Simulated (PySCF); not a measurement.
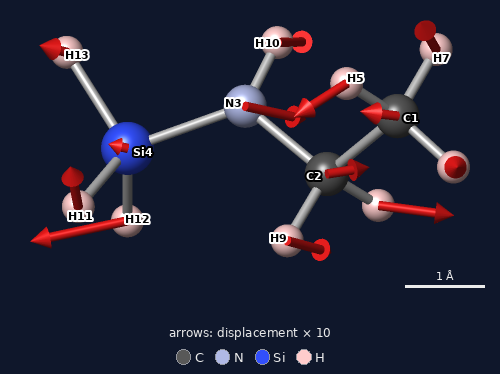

This is a relaxation of C$_{2}$H$_{9}$NSi. The starting structure is drawn; red arrows show the displacements, magnified 10 times. The two geometries are superimposed by the best rigid fit.

Style: ball-and-stick. Shown at a tilt.

The start comes from GFN2-xTB. Its atoms were then displaced at random by about 0.01 Å.

Method: PBE0-D3(BJ)/def2-SVP geometry optimisation, gas phase (PySCF). 

> What did the optimiser do to the structure, and how much energy did it gain?

After 5 geometry steps the energy has fallen by 3.84 kcal/mol. The atom that moves furthest after the best rigid fit is an H atom (0.13 Å). By element the largest moves are H 0.13 Å, N 0.11 Å, C 0.06 Å, Si 0.03 Å. Among the contacts that change: N–Si 1.664 → 1.728 Å, C–H 1.052 → 1.101 Å, C–C 1.541 → 1.519 Å, H–Si 1.477 → 1.496 Å. Among the angles between lasting bonds that change: C–N–H 110.3° → 113.8°, H–C–H 108.8° → 105.4°, H–C–H 110.6° → 107.6°.
